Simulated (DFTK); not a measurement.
WS

Input

```
using DFTK
using PseudoPotentialData
using Unitful, UnitfulAtomic
using LinearAlgebra, Printf
include("save.jl")
disable_threading()

# lattice vectors are the columns
lattice = austrip(1u"Å") * [   -2.15646527     2.15646527     2.15646527;
               2.15646527    -2.15646527     2.15646527;
               2.47472653     2.47472653    -2.47472653]
symbols   = [:W, :S]
positions = [[0.5, 0.5, 0.0],
             [0.0, 0.0, 0.0]]
pseudopotentials = PseudoFamily("dojo.nc.sr.pbe.v0_4_1.standard.upf")
elements = Dict(s => ElementPsp(s, pseudopotentials) for s in unique(symbols))
atoms    = [elements[s] for s in symbols]

build_model(lattice, positions; symmetries=true) =
    model_DFT(lattice, atoms, positions;
              functionals=PBE(),
              temperature=austrip(0.05u"eV"),
              smearing=Smearing.FermiDirac(),
              symmetries)
Ecut  = 37.0  # hartree
kgrid = [9, 9, 9]
tol   = 1e-6
to_GPa = ustrip(uconvert(u"GPa", 1u"hartree/bohr^3"))

model = build_model(lattice, positions)
basis = PlaneWaveBasis(model; Ecut, kgrid)
display(basis)
scfres = self_consistent_field(basis;
                               tol,
                               nbandsalg=AdaptiveBands(model; n_bands_converge=15))
display(scfres.energies)
@printf "Fermi level: %.6f eV\n" ustrip(auconvert(u"eV", something(scfres.εF, NaN)))
forces = compute_forces_cart(scfres)
println("Forces (eV/Å)")
for (s, f) in zip(symbols, forces)
    @printf "%-3s %12.6f %12.6f %12.6f\n" s ustrip.(auconvert.(u"eV/Å", f))...
end
stress = compute_stresses_cart(scfres)
println("Stress (GPa)")
display(round.(stress * to_GPa; digits=4))
println("Levels at the first k-point (eV): ", round.(ustrip.(auconvert.(u"eV", scfres.eigenvalues[1][1:scfres.n_bands_converge])); digits=4))
save_scf!(scfres; forces, stress)
```

Run with:

```sh
julia --threads=1 run.jl
```

Below, planes, directions and counts refer to the conventional cell (a = 4.31 Å, b = 4.31 Å, c = 4.95 Å, α = 90.00°, β = 90.00°, γ = 90.00°).

Space group I4/mmm; a generated structure, not necessarily the stable one; computed pressure about −24 GPa in this cell.

Method: Kohn-Sham DFT of a periodic cell, PBE, dojo.nc.sr.PBE.v0_4_1.standard.upf in DFTK 0.8.2.

**Predict the valence pseudo-density between the atoms.**

W–S (2.47 Å): the density is about 0.5 e/Å³ at the midpoint.

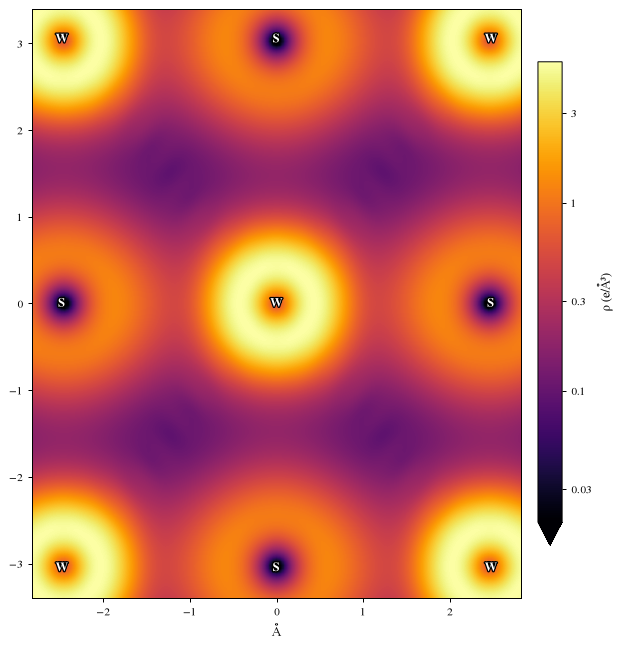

Computed valence pseudo-density on the (110) plane of the conventional cell. 
